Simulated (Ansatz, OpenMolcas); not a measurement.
**How methods differ on C2H7NSi (SMILES C=C[SiH2]N)**

C2H7NSi: 11 atoms, total charge 0, spin state singlet. SMILES: `C=C[SiH2]N`. The coordinates come from a PBE0-D4/def2-TZVP relaxation. This is one conformer, not always the lowest.

Quantity: the vertical ionisation energy (to the doublet cation), in eV. The values are calculated.

| level | kind | program | value (eV) | less CCSD(T)/cc-pVDZ | CPU time (all runs) |
| --- | --- | --- | --- | --- | --- |
| BLYP/cc-pVDZ | GGA | OpenMolcas | 8.83 | -0.52 | 5.4 min |
| revPBE/cc-pVDZ | GGA | OpenMolcas | 8.93 | -0.42 | 4.9 min |
| r2SCAN/cc-pVDZ | meta-GGA | OpenMolcas | 9.13 | -0.22 | 6 min |
| PBE0/cc-pVDZ | global hybrid | Ansatz | 9.30 | -0.05 | 58 s |
| wB97X/cc-pVDZ | range-separated hybrid | Ansatz | 9.57 | +0.22 | 1.7 min |
| RPA@PBE/cc-pVDZ | RPA | Ansatz | 9.13 | -0.22 | 54 s |
| BCCD(T)/cc-pVDZ | coupled cluster or CI | Ansatz | 9.34 | -0.01 | 3 min |
| CCSD(T)/cc-pVDZ | coupled cluster or CI | Ansatz | 9.35 | 0.00 | 2.3 min |

Differences are taken from CCSD(T)/cc-pVDZ for orientation; it has basis-set and higher-order errors of its own. The values span 8.83 to 9.57 eV. CPU times are rough (shared hosts, several kinds of processor and program).

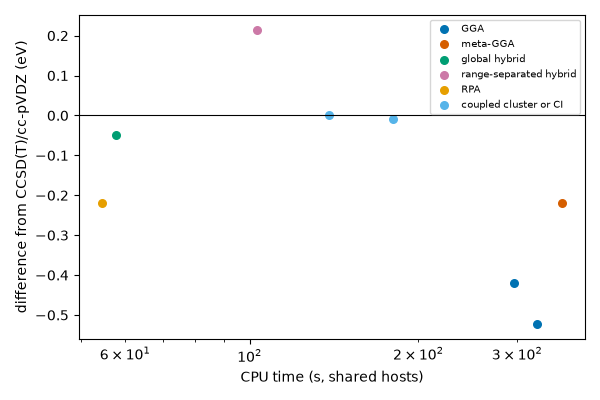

Difference from CCSD(T)/cc-pVDZ against processor time, one point a level.
